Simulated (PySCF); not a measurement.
Core-level calculation, with input and output: CH₉FSi₃

- system: CH₉FSi₃, SMILES F[SiH2]C([SiH3])[SiH3]
- method: delta-SCF UKS B3LYP, pcX-2 on the ionised atom, pcseg-1 elsewhere, spin-free X2C (PySCF 2.14.0)

Figures and captions count atoms from 1; the log counts them from 0 in places.

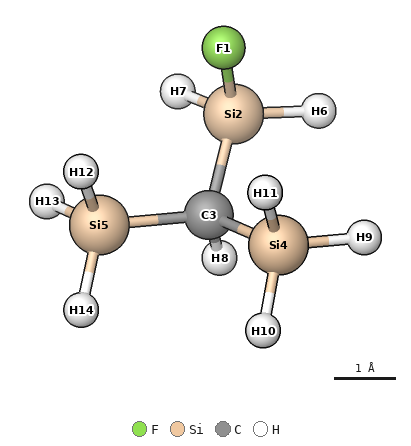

*The structure as given in the input (ball-and-stick view, seen at a tilt; atoms are numbered from 1 in the order of the input).*

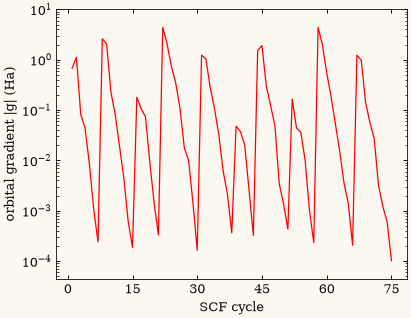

*Convergence of the self-consistent field: orbital gradient |g| against the SCF cycle.*

All cycles printed in the log are drawn one after another.

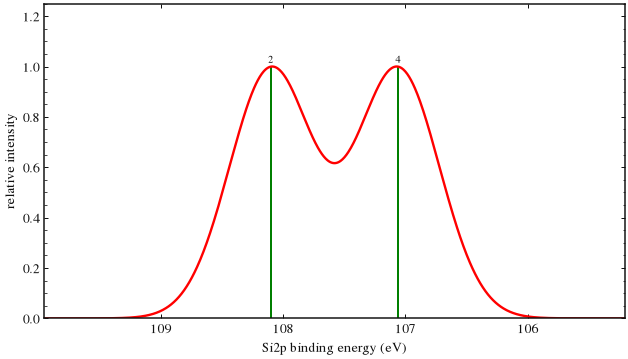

*Si2p binding energies by ΔSCF of the atoms computed, labelled by atom number, with a Gaussian envelope of 0.8 eV full width.*

They run from 107.06 eV (atom 4) to 108.10 eV (atom 2).

The input that produced these results follows, with the program's output.

### Input file
```
{"job": {"kind": "xps", "xc": "B3LYP"}, "charge": 0, "multiplicity": 1}
F     -1.147148    -1.331496     1.589854
Si    -1.127145    -1.312554    -0.037318
C      0.052797     0.020679    -0.593181
Si    -0.478005     1.741200    -0.016721
Si     1.850980    -0.358194    -0.152387
H     -2.515382    -1.033116    -0.504093
H     -0.686384    -2.659148    -0.501275
H     -0.010253     0.023264    -1.700028
H     -1.897474     2.000615    -0.409140
H      0.393115     2.781851    -0.644106
H     -0.358347     1.845258     1.467265
H      2.034703    -0.315607     1.328468
H      2.225662    -1.719404    -0.645734
H      2.757158     0.650184    -0.781795
```

The first line tells a small driver script what to run in PySCF; the rest is the geometry in Å.

Launch command:
```bash
OMP_NUM_THREADS=1 python <driver script> task.json out
```

### What the program printed
```
ground state, core basis on atom 0 (F), 158 functions
  cycle   1  E = -1013.64523995  |g| = 6.71e-01
  cycle   2  E = -1013.52185815  |g| = 1.12e+00
  cycle   3  E = -1013.72397884  |g| = 8.25e-02
  cycle   4  E = -1013.72493710  |g| = 4.38e-02
  cycle   5  E = -1013.72538637  |g| = 8.55e-03
  cycle   6  E = -1013.72541181  |g| = 1.09e-03
  cycle   7  E = -1013.72541134  |g| = 2.42e-04
  E(ground) = -1013.72582202 Eh
hole in F 1s of atom 0
  cycle   1  E = -987.39496916  |g| = 2.60e+00
  cycle   2  E = -987.48317872  |g| = 2.06e+00
  cycle   3  E = -988.28500221  |g| = 2.26e-01
[... 5 cycles left out ...]
  E(ion) = -988.29860204 Eh   <S^2> = 0.7544   hole on atom = 1.000   binding energy = 691.910 eV
ground state, core basis on atom 1 (Si), 169 functions
[... 6 cycles left out ...]
  E(ground) = -1013.74912842 Eh
hole in Si 1s of atom 1
[... 9 cycles left out ...]
  E(ion) = -945.89106886 Eh   <S^2> = 0.7517   hole on atom = 1.000   binding energy = 1846.512 eV
hole in Si 2p of atom 1
[... 8 cycles left out ...]
  E(ion) = -1009.77442924 Eh   <S^2> = 0.7516   hole on atom = 1.002   binding energy = 108.157 eV
  2p3/2 = 107.891 eV   2p1/2 = 108.513 eV
ground state, core basis on atom 2 (C), 158 functions
[... 5 cycles left out ...]
  E(ground) = -1013.67497825 Eh
hole in C 1s of atom 2
[... 8 cycles left out ...]
  E(ion) = -1003.02097837 Eh   <S^2> = 0.7603   hole on atom = 1.000   binding energy = 289.910 eV
ground state, core basis on atom 3 (Si), 169 functions
[... 6 cycles left out ...]
  E(ground) = -1013.74032004 Eh
hole in Si 1s of atom 3
[... 8 cycles left out ...]
  cycle   9  E = -945.92692336  |g| = 2.07e-04
  E(ion) = -945.92635150 Eh   <S^2> = 0.7518   hole on atom = 1.000   binding energy = 1845.312 eV
hole in Si 2p of atom 3
  cycle   1  E = -1009.47448440  |g| = 1.23e+00
  cycle   2  E = -1009.48822801  |g| = 9.74e-01
  cycle   3  E = -1009.79253281  |g| = 1.44e-01
  cycle   4  E = -1009.80437301  |g| = 5.68e-02
  cycle   5  E = -1009.80588798  |g| = 2.70e-02
  cycle   6  E = -1009.80629730  |g| = 3.20e-03
  cycle   7  E = -1009.80630075  |g| = 1.22e-03
  cycle   8  E = -1009.80630148  |g| = 6.02e-04
  cycle   9  E = -1009.80630295  |g| = 1.02e-04
  E(ion) = -1009.80573807 Eh   <S^2> = 0.7524   hole on atom = 1.002   binding energy = 107.065 eV
  2p3/2 = 106.854 eV   2p1/2 = 107.472 eV
```

### Results in brief

```json
{"quantity": "outcome", "value": "converged"}
{"quantity": "hardware", "value": "1 CPU thread, shared host"}
{"quantity": "wall time", "value": "61 s"}
{"quantity": "peak memory", "value": "0.67 GiB"}
```
